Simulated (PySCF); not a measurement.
# RuO3: structure of the singlet

The task is one start of a wider search on RuO3: the singlet, from a trigonal planar start. It is relaxed, tested by its Hessian and followed downhill if it is a saddle.

Computed with PySCF 2.14.0. Level: PBE0, basis Ru def2-TZVP with ECP28, O def2-TZVP, scalar-relativistic core potentials, no spin–orbit coupling, density fitting.

## (1) The starting structure

4 atoms, charge 0, spin multiplicity 1.

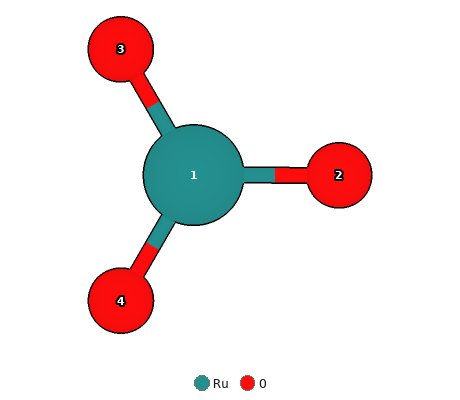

Start geometry, drawn with ruthenium teal, oxygen red; atoms are numbered from 1 in the order of the file.

Coordinates in bohr (charge 0 multiplicity 1):
```
Ru    0.0000    0.0000    0.0000
O     3.2314    0.0000    0.0000
O    -1.6157    2.7985    0.0000
O    -1.6157   -2.7985    0.0000
```

## (2) First SCF at the start

One driver script runs all steps and calls PySCF; scf.py shows how it sets up the SCF of each step. The optimiser is the driver's own. After this first run the driver tries any further starts and a stability analysis.

Contents of scf.py:

```python
from pyscf import gto, scf, dft
mol = gto.M(atom='''
Ru     0.000000     0.000000     0.000000
O      1.710000     0.000000     0.000000
O     -0.855000     1.480900     0.000000
O     -0.855000    -1.480900     0.000000''',
    basis={'Ru': 'def2-TZVP', 'O': 'def2-TZVP'},
    ecp={'Ru': 'def2-TZVP'},
    charge=0, spin=0)
mf = dft.RKS(mol, xc='PBE0')
mf.grids.atom_grid = (50, 194)
aux = {'Ru': 'def2-universal-JKFIT', 'O': 'def2-universal-JKFIT'}
mf = mf.density_fit(auxbasis=aux)
mf.conv_tol = 1e-08
mf.diis_space = 10
mf.max_cycle = 60
mf.init_guess = 'minao'
mf.verbose = 4
mf.kernel()
```

On the command line:

```sh
$ OMP_NUM_THREADS=4 python axn.py task.json out
```

After this run come: Relaxation: trigonal planar start, singlet; Hessian and properties.

Before running it: what results should come out? Wanted: minimum; geometry; wavenumbers; dipole moment; highest occupied, lowest empty level; polar-tensor charge of Ru1; zero-point energy; atomisation energy.

As calculated:

| quantity | value |
| --- | --- |
| minimum | singlet, D3h |
| geometry | Ru–O 1.660 Å (×3); O–Ru–O 120.0° (×3) |
| wavenumbers (cm⁻¹) | 104 (a2''), 320 (e'), 1009 (e'), 1029 (a1') |
| dipole moment | 0.00 D |
| highest occupied, lowest empty level | -8.80, -4.96 eV |
| polar-tensor charge of Ru1 | +1.49 e |
| zero-point energy | 22.7 kJ/mol |
| entropy at 298.15 K | 286.3 J/(mol K) |
| atomisation energy (no zero-point energy) | 1356 kJ/mol |

What this shows: The molecule stays D3h, as typed, and the end point is a minimum. The strongest infrared band lies at 1009 cm⁻¹ (e', stretch). The dipole vanishes although Ru1 carries +1.5 e by the polar tensor: the bond dipoles cancel. Only this shape and spin were tried, so other structures or states may lie lower.
